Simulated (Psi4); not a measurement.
# C2F6 (SMILES FC(F)(F)C(F)(F)F) at 5 levels

Wanted: a comparison of 5 runs (HF/STO-3G, B3LYP/6-31G*, TPSSh/6-31G*, wB97X-V/6-31G*) of C2F6. 

The results are computed with Psi4 1.11.

## 1. Starting point

C2F6 has 8 atoms, charge 0, and is taken as a singlet. SMILES: `FC(F)(F)C(F)(F)F`. The C2–F4 distance was set to 1.988 Å, away from the relaxed value. At this shape a bond of the SMILES string is far longer than usual.

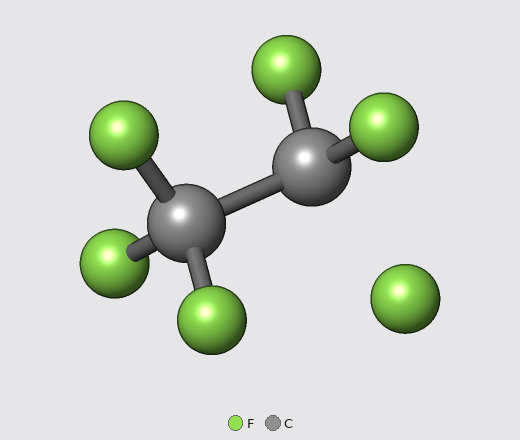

Viewed from a chosen angle; fluorine green, carbon grey.

## 2. Energy and forces at HF/STO-3G (run 1)

The input, input.dat:

```
memory 2200 MB

molecule system {
  0 1
  F      1.157617    -0.227594     1.525163
  C      0.754697     0.142366     0.318253
  F      1.688117     0.900946    -0.237757
  F      0.478560    -1.476610    -0.801220
  C     -0.570623     0.936936     0.428053
  F     -0.384953     2.019336     1.169523
  F     -0.976633     1.301866    -0.779337
  F     -1.502453     0.180416     0.989473
  symmetry c1
}

set basis STO-3G
set puream true
set e_convergence 1e-09
set d_convergence 1e-08
set scf_type pk

energy_value, wavefunction = gradient("hf", return_wfn=True)
oeprop(wavefunction, "QUADRUPOLE", "MULLIKEN_CHARGES", "WIBERG_LOWDIN_INDICES")
```

Started as:

```bash
$ psi4 -n 1 input.dat output.dat
```

output.dat:

```text
[...]
  Running in c1 symmetry.
[...]
  Nuclear repulsion =  440.564125346087621
[...]
  Multiplicity = 1
[...]
  Nalpha       = 33
  Nbeta        = 33
[...]
    Number of basis functions: 40
[...]
   @RHF iter   1:  -662.31225166584943   -2.65751e+00   1.92744e-02 ADIIS/DIIS
[...]
   @RHF iter  13:  -662.88098870357067   -2.84217e-12   5.71689e-09 DIIS
[...]
  @RHF Final Energy:  -662.88098870357067
   => Energetics <=
    Nuclear Repulsion Energy =            440.5641253460876214
    One-Electron Energy =               -1808.6393977205389092
    Two-Electron Energy =                 705.1942836708806226
    Total Energy =                       -662.8809887035706652
[...]
  -Total Gradient:
     Atom            X                  Y                   Z
    ------   -----------------  -----------------  -----------------
       1       -0.011034274438     0.026730809821    -0.027469776848
       2        0.014589824845     0.138183865915     0.092837550455
       3       -0.027582819930    -0.008472858231     0.027534253146
       4       -0.026358462745    -0.142762999568    -0.099321927553
       5       -0.002214688726     0.023084442406     0.014083461622
       6       -0.011461005767    -0.051550142824    -0.036091146931
       7        0.019473345063    -0.019447731811     0.056523909490
       8        0.044588081696     0.034234614291    -0.028096323380
[...]
 Multipole Moments:
 ------------------------------------------------------------------------------------
     Multipole            Electronic (a.u.)      Nuclear  (a.u.)        Total (a.u.)
 ------------------------------------------------------------------------------------
 L = 1.  Multiply by 2.5417464519 to convert [e a0] to [Debye]
 Dipole X            :          0.0560604            0.0150893            0.0711497
 Dipole Y            :          0.1325864            0.0885249            0.2211114
 Dipole Z            :          0.1017035            0.0612112            0.1629147
 Magnitude           :                                                    0.2837141
 L = 2.  Multiply by 1.3450342976 to convert [e a0^2] to [Debye ang]
 Quadrupole XX       :       -294.4540426          267.6791268          -26.7749158
 Quadrupole XY       :         74.7546428          -74.7430671            0.0115757
[...]
```

Run time: 1.6 s. Hardware: 1 thread of Intel Xeon 6975P-C (Granite Rapids), shared host; peak memory 0.18 GiB.

## 3. Energy and forces at B3LYP/6-31G(d) (spherical functions) (run 2)

The input, input.dat:

```
memory 2200 mb

molecule geom {
  F
  C 1 1.325084
  F 2 1.32509 1 109.13652
  F 2 1.9876 1 109.13689 3 119.19067
  C 2 1.549152 1 109.80274 3 -120.40117
  F 5 1.325081 2 109.80115 1 60.27224
  F 5 1.325069 6 109.13764 2 -120.40489
  F 5 1.325074 7 109.13672 6 119.18999
  units angstrom
  symmetry c1
}

set {
  basis                6-31G*
  puream               true
  e_convergence        1e-09
  d_convergence        1e-08
  scf_type             pk
  dft_radial_points    99
  dft_spherical_points 590
}

e_tot, wfn = gradient("b3lyp", return_wfn=True)
oeprop(wfn, "WIBERG_LOWDIN_INDICES", "DIPOLE", "MAYER_INDICES", title="B3LYP")
```

Started as:

```bash
$ psi4 input.dat output.dat -n 1
```

output.dat:

```text
[...]
  Running in c1 symmetry.
[...]
  Nuclear repulsion =  440.564140308836897
[...]
  Multiplicity = 1
[...]
  Nalpha       = 33
  Nbeta        = 33
[...]
    Number of basis functions: 112
[...]
   @RKS iter   1:  -674.92818733057027   -3.11647e-01   6.76309e-03 DIIS/ADIIS
[...]
   @RKS iter  13:  -675.14188880189761   -7.61702e-12   3.27921e-09 DIIS
[...]
  @RKS Final Energy:  -675.14188880189761
   => Energetics <=
    Nuclear Repulsion Energy =            440.5641403088368975
    One-Electron Energy =               -1814.2791360592314049
    Two-Electron Energy =                 758.0137373036128565
    DFT Exchange-Correlation Energy =     -59.4406303551159212
    Empirical Dispersion Energy =           0.0000000000000000
    VV10 Nonlocal Energy =                  0.0000000000000000
    Total Energy =                       -675.1418888018976077
[...]
  -Total Gradient:
     Atom            X                  Y                   Z
    ------   -----------------  -----------------  -----------------
       1       -0.015612556183    -0.008478455251    -0.019549474187
       2       -0.032316735325    -0.001278908986    -0.000898859276
       3       -0.015629250480    -0.021258832171    -0.001618812938
       4        0.080605916595     0.044023102527     0.031328198066
       5       -0.020766778281    -0.019276028777    -0.013694739385
       6        0.003934976771     0.009324901997     0.006587227292
       7       -0.000109755244     0.003130402345    -0.007687358601
       8       -0.000111649025    -0.006193427786     0.005535527044
[...]
 Multipole Moments:
 ------------------------------------------------------------------------------------
     Multipole            Electronic (a.u.)      Nuclear  (a.u.)        Total (a.u.)
 ------------------------------------------------------------------------------------
 L = 1.  Multiply by 2.5417464519 to convert [e a0] to [Debye]
 Dipole X            :         -0.7303144           -0.0896394           -0.8199538
 Dipole Y            :         -0.3952325           -0.0500683           -0.4453008
 Dipole Z            :         -0.2811180           -0.0356245           -0.3167425
 Magnitude           :                                                    0.9853643
[...]
```

Run time: 23 s. Hardware: 1 thread of Intel Xeon 6975P-C (Granite Rapids), shared host; peak memory 0.9 GiB.

Runs 3 to 4 aren't shown in full; the table further down has their settings and results.

## 4. Energy and forces at B3LYP/6-31G(d) (Cartesian functions) (run 5)

The input, c2f6.py:

```python
import psi4

psi4.set_memory('2200 MB')
psi4.set_num_threads(1)
psi4.set_output_file('psi4.out', False)

m = psi4.geometry("""
0 1
F      1.157617    -0.227594     1.525163
C      0.754697     0.142366     0.318253
F      1.688117     0.900946    -0.237757
F      0.478560    -1.476610    -0.801220
C     -0.570623     0.936936     0.428053
F     -0.384953     2.019336     1.169523
F     -0.976633     1.301866    -0.779337
F     -1.502453     0.180416     0.989473
symmetry c1
""")

psi4.set_options({
    'reference': 'rks',
    'puream': False,
    'e_convergence': 1e-09,
    'd_convergence': 1e-08,
    'scf_type': 'pk',
    'dft_radial_points': 99,
    'dft_spherical_points': 590,
})

E = psi4.gradient('b3lyp/6-31G*', molecule=m)
print('gradient / Eh bohr^-1')
print(E.np.round(6))
```

Started as:

```bash
$ python c2f6.py
```

psi4.out:

```text
[...]
  Running in c1 symmetry.
[...]
  Nuclear repulsion =  440.564125346087621
[...]
  Multiplicity = 1
[...]
  Nalpha       = 33
  Nbeta        = 33
[...]
    Number of basis functions: 120
[...]
   @RKS iter   1:  -674.93782227994382   -3.25808e-01   6.29138e-03 DIIS/ADIIS
[...]
   @RKS iter  13:  -675.14868688206695   -7.84439e-12   3.03611e-09 DIIS
[...]
  @RKS Final Energy:  -675.14868688206695
   => Energetics <=
    Nuclear Repulsion Energy =            440.5641253460876214
    One-Electron Energy =               -1814.2162946963048853
    Two-Electron Energy =                 757.9068922828208770
    DFT Exchange-Correlation Energy =     -59.4034098146705247
    Empirical Dispersion Energy =           0.0000000000000000
    VV10 Nonlocal Energy =                  0.0000000000000000
    Total Energy =                       -675.1486868820669542
[...]
 Multipole Moments:
 ------------------------------------------------------------------------------------
     Multipole            Electronic (a.u.)      Nuclear  (a.u.)        Total (a.u.)
 ------------------------------------------------------------------------------------
 L = 1.  Multiply by 2.5417464519 to convert [e a0] to [Debye]
 Dipole X            :          0.1113125            0.0150893            0.1264018
 Dipole Y            :          0.7165958            0.0885249            0.8051207
 Dipole Z            :          0.4921384            0.0612112            0.5533496
 Magnitude           :                                                    0.9850851
[...]
  -Total Gradient:
     Atom            X                  Y                   Z
    ------   -----------------  -----------------  -----------------
       1        0.006123382132     0.011693319123     0.022576252587
       2       -0.012342554108     0.026652161144     0.013335804819
       3        0.011444400000     0.023012571076     0.004937443777
       4       -0.012350180001    -0.079292440120    -0.054481765137
       5        0.011610852662     0.023294409123     0.018384383278
       6       -0.008104637391    -0.006300972709    -0.006423336413
       7       -0.000173119657    -0.003804380559     0.007546573672
       8        0.003794841877     0.004754780413    -0.005875239842
[...]
```

Standard output:

```text
gradient / Eh bohr^-1
[[ 0.006123  0.011693  0.022576]
 [-0.012343  0.026652  0.013336]
 [ 0.011444  0.023013  0.004937]
 [-0.01235  -0.079292 -0.054482]
 [ 0.011611  0.023294  0.018384]
 [-0.008105 -0.006301 -0.006423]
 [-0.000173 -0.003804  0.007547]
 [ 0.003795  0.004755 -0.005875]]
```

Wall time 24 s (1 thread of Intel Xeon 6975P-C (Granite Rapids), shared host); peak memory 0.78 GiB.

## 5. The series

| run | level | integration grid | task | energy (Eh) | dipole moment (D) | HOMO energy (eV) | LUMO energy (eV) | wall time |
| --- | --- | --- | --- | --- | --- | --- | --- | --- |
| 1 | HF/STO-3G | – | gradient | -662.880989 | 0.72 | -9.10 | 4.81 | 1.6 s |
| 2 | B3LYP/6-31G* (spherical functions) | 99 radial × 590 angular | gradient | -675.141889 | 2.50 | -9.39 | -3.60 | 23 s |
| 3 | TPSSh/6-31G* (spherical functions) | 99 radial × 590 angular | gradient | -675.135467 | 2.51 | -8.56 | -3.85 | 44 s |
| 4 | wB97X-V/6-31G* (spherical functions) | 99 radial × 590 angular | energy | -674.930689 | 2.58 | -12.34 | -0.92 | 97 s |
| 5 | B3LYP/6-31G* (Cartesian functions) | 99 radial × 590 angular | gradient | -675.148687 | 2.50 | -9.40 | -3.61 | 24 s |

## 6. What came out

```
                       quantity          value
            run 5: total energy  -675.14869 Eh
           run 5: dipole moment         2.50 D
             run 5: HOMO energy       -9.40 eV
             run 5: LUMO energy       -3.61 eV
           run 5: HOMO–LUMO gap        5.79 eV
run 5: largest force on an atom     4.988 eV/Å
```

What this shows: The dipole moment (its size) runs from 0.72 D (HF/STO-3G) to 2.58 D (wB97X-V/6-31G*). The two ends differ in method and basis. The HOMO–LUMO gap runs from 4.71 eV (TPSSh/6-31G*) to 13.90 eV (HF/STO-3G). Totals of different functionals can't be ranked against each other. In run 1 the basis is minimal, so the values are rough. All runs together took 3.1 min, the longest 97 s.
